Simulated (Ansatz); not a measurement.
# B2Ge: the cost of one run

Method: cc-pVDZ, all electrons in the functionals, frozen cores in the correlation of double hybrids and RPA; program: Ansatz 0.2.0, Gaussian basis.

The runs, in order: wB97M-V, B2PLYP, RPA-PBE, at charge 0, triplet; charge 0, singlet; charge 0, quintet; charge 1, doublet; charge 1, quartet; displaced geometry v1; displaced geometry v2.

23 further runs of the same task are left out: 6 that didn't finish, 17 set aside as unsound or not needed. Runs told in other sessions of the task aren't counted.

## 1. The geometry

The geometry is a PBE0/def2-TZVP stationary point (not a proven minimum). No spin-orbit coupling is included. The filled d shell of Ge may be among the frozen orbitals whatever the setting's name suggests.

3 atoms, charge 0, spin multiplicity 3.

Atoms are counted from 1 here; the program's logs count them from 0.

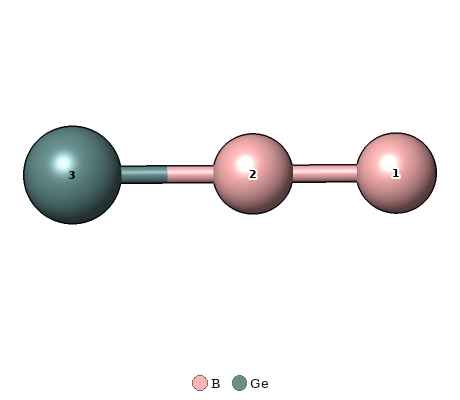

The geometry (boron pink, germanium teal); atoms are numbered from 1 in the order of the file.

As a file:

```
atom   x (Å)   y (Å)    z (Å)
  B1  0.0000  0.0000  -1.6747
  B2  0.0000  0.0000  -0.1332
 Ge3  0.0000  0.0000   1.8079
```

No dispersion term is added; wB97M-V holds VV10 nonlocal correlation.

The geometry shown and the zero of energy belong to the point charge 0, triplet. The yardstick, UCCSD(T), and other wave-function levels (R restricted, U unrestricted, valence and pair active spaces) come from earlier runs.

## 2. wB97M-V, charge 0, triplet

File in.yaml:

```yaml
crystal:
  periodic: [false, false, false]
  atoms:
    - {symbol: B, position_ang: [0.000000, 0.000000, -1.674700]}
    - {symbol: B, position_ang: [0.000000, 0.000000, -0.133200]}
    - {symbol: Ge, position_ang: [0.000000, 0.000000, 1.807900]}
basis:
  gaussian: {orbitals: cc-pVDZ}
magnetization: {spin_polarized: true, initial_magnetization: 2}
hamiltonian: {xc: {name: wB97M-V}}
output: {forces: true, orbitals: {seedname: orbitals}}
```

Launch:

```sh
$ ansatz run in.yaml --threads 1 --pin off --events-out ev --progress --plain --max-ram 2393MiB
```

**Question.** How long does this run take on 1 thread of Arm Neoverse V2, shared host?

About 11 s.
